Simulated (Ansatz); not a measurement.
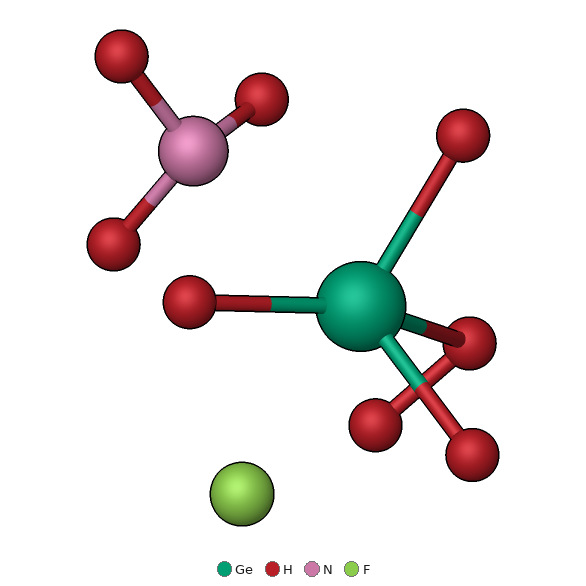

Sticks follow a distance rule. Harmonic vibrations computed with RKS PBE0-D4/def2-TZVP (Ansatz 0.2.0) at a stationary point of the same level.

How many imaginary frequencies does it have?

Answer. A first-order saddle point: one imaginary frequency, 1056i cm⁻¹.

List the wavenumbers.

Answer. 27 modes: 1056i, 105, 139, 191, 338, 383, 476, 491, 602, 738, 812, 857, 893, 950, 970, 1132, 1234, 1613, 1641, 1665, 1977, 2096, 2104, 2120, 3482, 3621, 3627 cm⁻¹.
